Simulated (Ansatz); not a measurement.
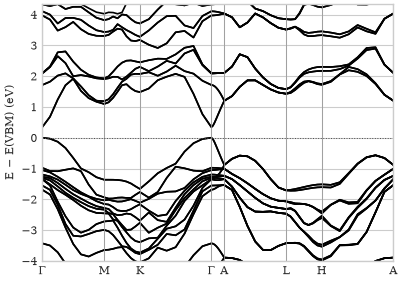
Figure. Band structure from PBE+D3(BJ) with spin–orbit coupling (plane waves, PAW; program Ansatz)

Question: Read off the gap and where the band edges lie.

Answer: About 0.3 eV (0.34 eV by a search for the band edges); maximum at Γ, minimum at Γ.

The material is InSe in space group P6_3/mmc (No. 194; In on 4f, Se on 4f).

The cell was relaxed with PBE+D3(BJ) under the symmetry of its start.

Potentials: the later of the program's two PAW sets.
